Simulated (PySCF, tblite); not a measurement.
# C₄H₇F₃OSi: dynamics, then NMR shifts on frames

Aim: move C₄H₇F₃OSi (`FC(F)(F)[C@H]1CCO[SiH2]1`) away from its starting geometry and see how NMR shifts follow the geometry.

Computed with tblite 0.8.0 and PySCF 2.14.0, with density-fitted response routines of our own, on a single molecule in the gas phase. Atoms count from 0, in the outputs and in this text.

## 1. Starting geometry

16 atoms, charge 0, multiplicity 1; geometry from: GFN2-xTB.

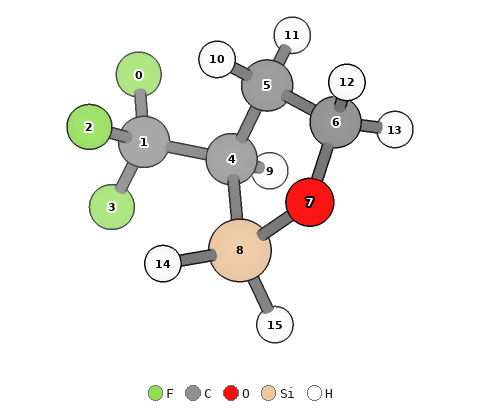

As it starts; fluorine green, carbon grey, oxygen red, silicon light orange, hydrogen white, atoms numbered.

## 2. Thermal motion with GFN2-xTB

The job: settings as JSON, then the geometry in Å.

```
{"job": {"kind": "md", "xc": "GFN2-xTB", "basis": "xTB", "temperature": 300, "steps": 2000, "every": 50, "frames": 5}, "charge": 0, "multiplicity": 1}
F      2.360126    -1.524883    -0.100883
C      1.858066    -0.321059     0.242692
F      1.791133    -0.326058     1.585695
F      2.807346     0.577516    -0.078906
C      0.547992    -0.015964    -0.409513
C     -0.532564    -1.027796    -0.021769
C     -1.877286    -0.325200    -0.216143
O     -1.756537     1.027081     0.174654
Si    -0.248319     1.643304     0.151584
H      0.725009    -0.031943    -1.487238
H     -0.416594    -1.280168     1.034284
H     -0.481728    -1.946165    -0.606630
H     -2.664182    -0.780264     0.389591
H     -2.180781    -0.354583    -1.267730
H      0.152653     2.045499     1.489641
H     -0.091933     2.649627    -0.890740
```

Method: GFN2-xTB Langevin dynamics, gas phase.

Launch:

```console
$ OMP_NUM_THREADS=1 python probes_run.py task.json out
```

The driver reads the jobs from task.json and runs them one after another.

Output:

```text
t/fs     T/K      E/eV
    0.0   244.0   -876.24599
   25.0   144.4   -876.02717
   50.0   176.9   -875.90980
   75.0   179.5   -875.88800
  100.0   268.7   -875.98754
  125.0   269.2   -875.93105
  150.0   209.2   -875.73461
  175.0   257.3   -875.69713
  200.0   228.8   -875.56974
  225.0   278.5   -875.71591
  250.0   359.9   -875.72289
  275.0   377.2   -875.79646
  300.0   369.3   -875.60967
  325.0   369.9   -875.64333
  350.0   458.4   -875.80412
  375.0   317.6   -875.52081
  400.0   388.6   -875.78688
  425.0   314.5   -875.79432
  450.0   310.4   -875.71474
  475.0   344.9   -875.58229
  500.0   300.6   -875.58249
  525.0   322.6   -875.56551
  550.0   305.6   -875.35339
  575.0   381.7   -875.57397
  600.0   336.8   -875.57053
  625.0   385.5   -875.72552
  650.0   335.1   -875.69516
  675.0   259.1   -875.75571
  700.0   250.8   -875.65360
  725.0   336.3   -875.75687
  750.0   238.5   -875.47359
  775.0   363.3   -875.60095
  800.0   292.3   -875.56595
  825.0   325.9   -875.60815
  850.0   277.8   -875.64370
  875.0   317.5   -875.79126
  900.0   251.9   -875.68951
  925.0   334.1   -875.74476
  950.0   361.3   -875.74431
  975.0   314.8   -875.84870
 1000.0   259.5   -875.70363
```

Wall time 21 s (1 thread of Intel Xeon at 2.70GHz, shared host); peak memory 0.18 GiB.

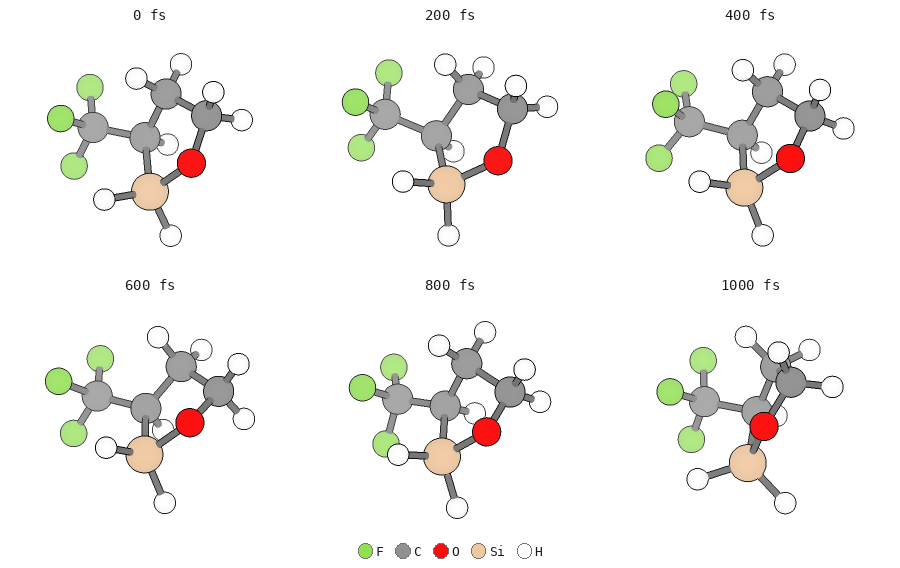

Frames of the run.

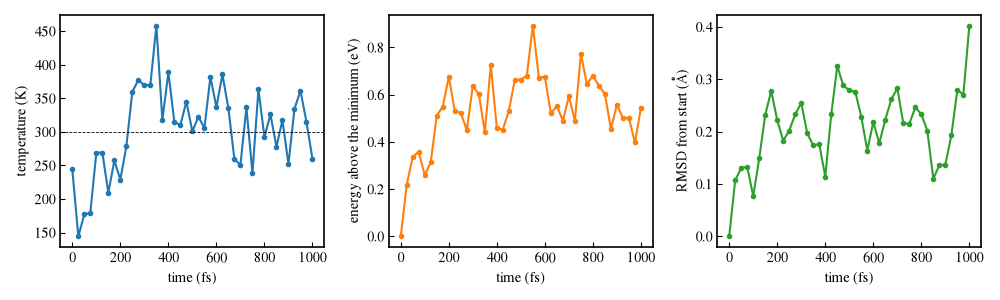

Temperature, potential energy and distance from the start.

Positions (Å) and forces (eV/Å) at 1000 fs:

```xyz
16

F     1.852   -1.396    0.626    0.150   -0.222   -0.160
C     1.418   -0.171    0.967   -1.709   -0.608    0.297
F     1.409   -0.202    2.330    0.393    0.451   -0.561
F     2.298    0.683    0.490    0.761    0.515    0.371
C     0.027    0.149    0.381    2.177   -0.100    0.284
C    -0.954   -0.908    0.754   -0.810   -1.814    0.205
C    -2.167   -0.244    1.418    0.112   -0.108    0.170
O    -1.742    1.008    1.942   -2.419   -1.357    0.940
Si   -0.551    1.768    1.263    0.700    0.708   -1.607
H     0.283    0.056   -0.660   -0.346    0.648   -0.705
H    -0.516   -1.644    1.499   -0.319    0.717   -0.919
H    -1.329   -1.484   -0.139    0.557    0.370    0.824
H    -2.470   -0.878    2.264   -0.355    0.382   -0.189
H    -2.988   -0.159    0.661    0.457    0.364    0.808
H     0.332    2.286    2.258    0.334    0.138    0.331
H    -1.122    2.763    0.343    0.318   -0.085   -0.090
```

## 3. NMR shieldings: 250 fs, PBE0/pcSseg-1

The job: settings as JSON, then the geometry in Å.

```
{"job": {"kind": "nmr", "xc": "PBE0", "basis": "pcSseg-1", "pop": false}, "charge": 0, "multiplicity": 1}
F      1.818700    -1.770800     0.264400
C      1.489800    -0.538300     0.625800
F      1.293900    -0.483700     1.918000
F      2.573100     0.295600     0.387000
C      0.251100    -0.049500    -0.121200
C     -0.892600    -1.031900    -0.050800
C     -2.080100    -0.289600    -0.549500
O     -2.135900     0.969800     0.063400
Si    -0.623400     1.533000     0.501000
H      0.535700    -0.019400    -1.209200
H     -1.167000    -1.236200     0.968400
H     -0.781400    -1.964300    -0.571000
H     -2.932700    -0.883300    -0.223700
H     -1.962700    -0.291900    -1.648400
H     -0.470800     1.628000     1.895100
H      0.012500     2.667700    -0.165700
```

Level: GIAO PBE0/pcSseg-1 NMR shielding, non-relativistic, gas phase.

Output:

```text
coarse grid: 14656 points
cycle   1  E = -819.9122137429  dE =  1.538e+00  |g| = 1.051e+00  |ddm| = 3.618e+00
cycle   2  E = -819.6761027566  dE =  2.361e-01  |g| = 1.605e+00  |ddm| = 1.819e+00
cycle   3  E = -820.1003377827  dE = -4.242e-01  |g| = 1.308e-01  |ddm| = 1.292e+00
cycle   4  E = -820.1030558850  dE = -2.718e-03  |g| = 6.541e-02  |ddm| = 1.601e-01
cycle   5  E = -820.1038464928  dE = -7.906e-04  |g| = 1.070e-02  |ddm| = 5.356e-02
cycle   6  E = -820.1038629933  dE = -1.650e-05  |g| = 3.876e-03  |ddm| = 9.365e-03
cycle   7  E = -820.1038659298  dE = -2.936e-06  |g| = 5.990e-04  |ddm| = 3.199e-03
final grid: 140384 points
cycle   8  E = -820.1862465442  dE = -5.004e-05  |g| = 1.069e-02  |ddm| = 2.854e-02
cycle   9  E = -820.1862220889  dE =  2.446e-05  |g| = 1.589e-02  |ddm| = 1.854e-02
cycle  10  E = -820.1862686371  dE = -4.655e-05  |g| = 1.163e-03  |ddm| = 1.151e-02
cycle  11  E = -820.1862689003  dE = -2.631e-07  |g| = 3.574e-04  |ddm| = 1.383e-03
cycle  12  E = -820.1862689243  dE = -2.400e-08  |g| = 9.224e-05  |ddm| = 3.666e-04
cycle  13  E = -820.1862689254  dE = -1.155e-09  |g| = 3.079e-05  |ddm| = 7.301e-05
cycle  14  E = -820.1862689256  dE = -1.560e-10  |g| = 6.811e-06  |ddm| = 2.454e-05
converged SCF energy = -820.1862689256

GIAO shielding tensors (ppm)
atom      isotropic    diamagn.    paramagn.     s11        s22        s33       span
  0 F      255.864     473.588    -217.724    173.651    263.020    330.920    157.270
  1 C       50.273     243.560    -193.287     39.768     53.058     57.994     18.226
  2 F      268.026     474.135    -206.109    195.295    282.071    326.711    131.416
  3 F      231.054     474.792    -243.738    124.463    212.412    356.289    231.826
  4 C      145.708     255.837    -110.129    122.237    140.931    173.957     51.720
  5 C      155.572     252.298     -96.726    134.874    161.354    170.486     35.612
  6 C      115.910     246.083    -130.174     77.101    109.337    161.290     84.189
  7 O      303.635     395.399     -91.764    262.014    299.665    349.227     87.214
  8 Si     355.866     880.062    -524.196    307.561    323.306    436.732    129.171
  9 H       28.971      32.599      -3.628     25.579     28.136     33.199      7.621
 10 H       30.192      33.198      -3.006     25.535     29.659     35.382      9.848
 11 H       30.199      32.192      -1.993     25.361     28.553     36.682     11.321
 12 H       27.201      28.538      -1.337     21.895     26.235     33.472     11.577
 13 H       27.789      29.408      -1.619     22.158     26.915     34.295     12.137
 14 H       27.379      30.644      -3.265     23.516     26.039     32.582      9.066
 15 H       26.530      29.069      -2.539     22.995     24.635     31.959      8.964
```

Wall time 46 s (1 thread of Intel Xeon at 2.70GHz, shared host); peak memory 0.86 GiB.

The references, computed at this level on geometries of the same kind, shield at (ppm): ¹H TMS 31.72, ¹³C TMS 186.9, ²⁹Si TMS 349.2, ¹⁹F CFCl3 170.9, ¹⁷O H2O 336.1. Their shielding less the atom's gives the shift. The references are single molecules in the gas phase, so shifts against H2O, NH3, PH3, H3PO4 or CFCl3 are not on the usual liquid scales and can be off by tens of ppm. Each atom is listed at this fixed geometry, with no averaging over motion; a spectrum would average atoms that exchange fast.

| atoms | environment | σ (ppm) | δ (ppm) |
| --- | --- | --- | --- |
| C1 | CF3 carbon | 50.3 | 136.7 |
| C6 | sp3 CH2 bonded to O | 115.9 | 71.0 |
| C4 | sp3 CH bonded to Si | 145.7 | 41.2 |
| C5 | sp3 CH2 in a ring | 155.6 | 31.4 |
| H15 | hydrogen on a silicon bonded to C, O, in a 5-membered ring | 26.53 | 5.19 |
| H12 | hydrogen on an sp3 CH2 bonded to O | 27.20 | 4.52 |
| H14 | hydrogen on a silicon bonded to C, O, in a 5-membered ring | 27.38 | 4.34 |
| H13 | hydrogen on an sp3 CH2 bonded to O | 27.79 | 3.93 |
| H9 | hydrogen on an sp3 CH bonded to Si | 28.97 | 2.75 |
| H10 | hydrogen on an sp3 CH2 in a ring | 30.19 | 1.53 |
| H11 | hydrogen on an sp3 CH2 in a ring | 30.20 | 1.52 |
| F3 | fluorine of a CF3 group | 231.1 | -60.1 |
| F0 | fluorine of a CF3 group | 255.9 | -84.9 |
| F2 | fluorine of a CF3 group | 268.0 | -97.1 |
| O7 | oxygen bonded to C, Si, in a 5-membered ring | 303.6 | 32.4 |
| Si8 | silicon bonded to C, O, 2 H, in a 5-membered ring | 355.9 | -6.7 |

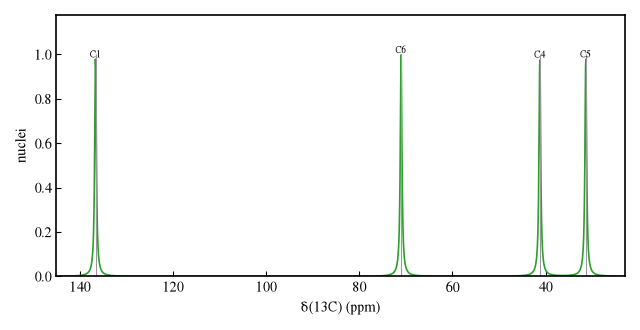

¹³C lines at the computed shifts, without couplings. Lines are broadened to a width of 0.42 ppm (Lorentzian).

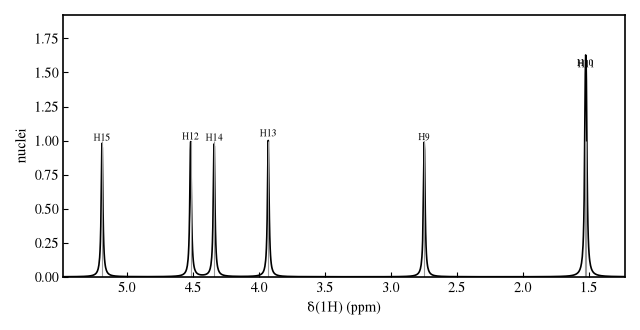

¹H lines at the computed shifts, without couplings. Lines are broadened to a width of 0.01 ppm (Lorentzian).

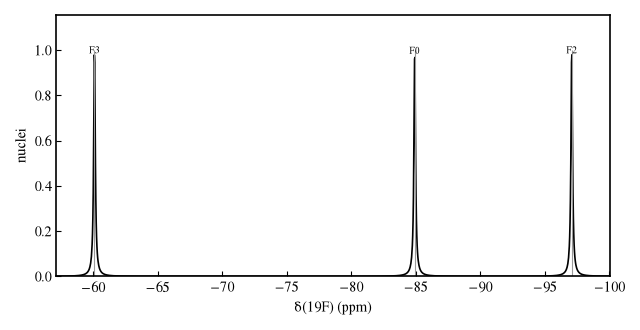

¹⁹F lines at the computed shifts, without couplings. Lines are broadened to a width of 0.15 ppm (Lorentzian).

Ring of atoms C4, C5, C6, O7, Si8: NICS(0) -6.4, NICS(1) -3.6, NICS(1)zz -3.0 ppm (means of both faces).

## 4. Shielding tensors: 425 fs, PBE0/pcSseg-1

The job: settings as JSON, then the geometry in Å.

```
{"job": {"kind": "nmr", "xc": "PBE0", "basis": "pcSseg-1", "pop": false}, "charge": 0, "multiplicity": 1}
F      1.688100    -1.597900     0.391900
C      1.087700    -0.552100     0.919000
F      0.836400    -0.780300     2.236200
F      2.133700     0.407800     0.953300
C     -0.091700    -0.123100     0.080700
C     -1.174100    -1.138600     0.166400
C     -2.562400    -0.419800     0.181200
O     -2.502600     0.855900     0.680800
Si    -0.976900     1.464500     0.742000
H      0.264400     0.097700    -0.898100
H     -1.153800    -1.851400     1.002900
H     -1.136300    -1.711200    -0.785800
H     -3.209100    -0.992000     0.850700
H     -3.051400    -0.366800    -0.774100
H     -0.536500     1.786200     2.093600
H     -0.768800     2.627000    -0.166100
```

Method: GIAO PBE0/pcSseg-1 NMR shielding, non-relativistic, gas phase.

Output:

```text
coarse grid: 14656 points
cycle   1  E = -819.9035009353  dE =  1.429e+00  |g| = 1.077e+00  |ddm| = 3.579e+00
cycle   2  E = -819.6297939391  dE =  2.737e-01  |g| = 1.699e+00  |ddm| = 1.862e+00
cycle   3  E = -820.1015770802  dE = -4.718e-01  |g| = 1.184e-01  |ddm| = 1.303e+00
cycle   4  E = -820.1036946464  dE = -2.118e-03  |g| = 6.626e-02  |ddm| = 1.478e-01
cycle   5  E = -820.1045701696  dE = -8.755e-04  |g| = 9.890e-03  |ddm| = 5.533e-02
cycle   6  E = -820.1045839984  dE = -1.383e-05  |g| = 3.769e-03  |ddm| = 8.286e-03
cycle   7  E = -820.1045866261  dE = -2.628e-06  |g| = 5.770e-04  |ddm| = 3.060e-03
final grid: 140384 points
cycle   8  E = -820.1878558708  dE = -4.979e-05  |g| = 1.108e-02  |ddm| = 2.553e-02
cycle   9  E = -820.1878280891  dE =  2.778e-05  |g| = 1.674e-02  |ddm| = 1.934e-02
cycle  10  E = -820.1878795928  dE = -5.150e-05  |g| = 1.061e-03  |ddm| = 1.191e-02
cycle  11  E = -820.1878798049  dE = -2.121e-07  |g| = 3.692e-04  |ddm| = 1.256e-03
cycle  12  E = -820.1878798320  dE = -2.715e-08  |g| = 8.278e-05  |ddm| = 3.658e-04
cycle  13  E = -820.1878798329  dE = -8.874e-10  |g| = 3.067e-05  |ddm| = 6.614e-05
converged SCF energy = -820.1878798329

GIAO shielding tensors (ppm)
atom      isotropic    diamagn.    paramagn.     s11        s22        s33       span
  0 F      238.367     473.757    -235.390    155.149    246.241    313.712    158.563
  1 C       42.890     241.192    -198.302     30.081     42.820     55.769     25.688
  2 F      251.092     473.706    -222.614    165.796    241.619    345.861    180.065
  3 F      206.745     475.969    -269.224     85.693    171.363    363.179    277.486
  4 C      156.863     254.445     -97.582    134.939    153.110    182.538     47.599
  5 C      160.723     247.830     -87.107    131.216    171.887    179.067     47.850
  6 C      116.301     241.674    -125.373     65.008    116.002    167.894    102.886
  7 O      309.137     395.878     -86.741    247.152    290.225    390.034    142.882
  8 Si     339.766     879.381    -539.615    257.341    327.382    434.575    177.233
  9 H       29.836      33.722      -3.886     26.338     27.839     35.330      8.992
 10 H       29.155      30.097      -0.942     23.469     29.409     34.585     11.116
 11 H       28.815      29.696      -0.881     23.678     26.944     35.823     12.145
 12 H       27.072      27.338      -0.266     21.625     26.703     32.886     11.260
 13 H       27.744      28.964      -1.220     21.634     27.217     34.383     12.749
 14 H       26.518      29.080      -2.562     22.744     25.551     31.259      8.515
 15 H       26.253      28.762      -2.509     22.486     24.383     31.889      9.403
```

Wall time 47 s (1 thread of Intel Xeon at 2.70GHz, shared host); peak memory 0.93 GiB.

In short: δ C1 144.0, C6 70.6, C4 30.1, C5 26.2, H15 5.46, H14 5.20 ppm.

[end of part 1 of 2]
